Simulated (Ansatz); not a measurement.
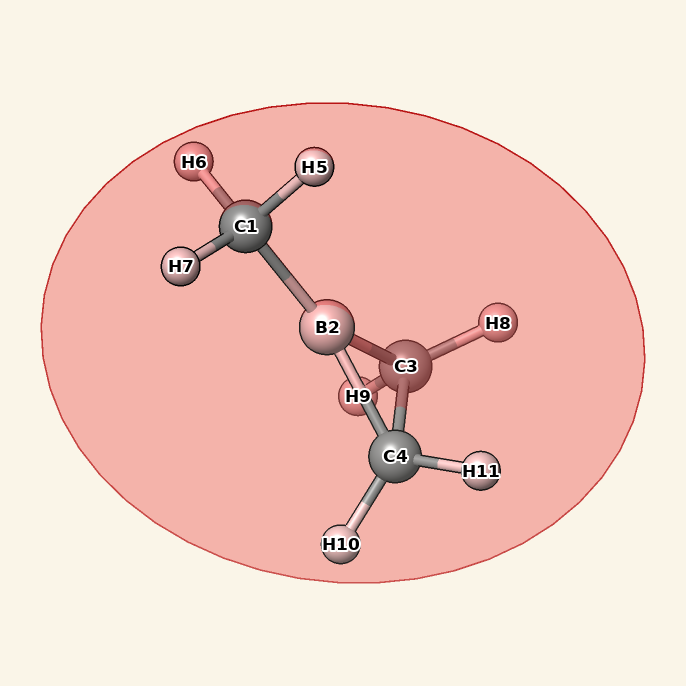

A disc through the centre of mass is drawn in. Atoms fade into the background with distance from the viewer. The geometry was computed by an optimisation with PBE0-D4/def2-TZVP.

Q: Is the plane of the disc a mirror plane of the structure?

A: Yes. The reflection leaves C1, B2, H5 in place and moves C3 ↔ C4; H6 ↔ H7; H8 ↔ H11; H9 ↔ H10. The point group is Cs.
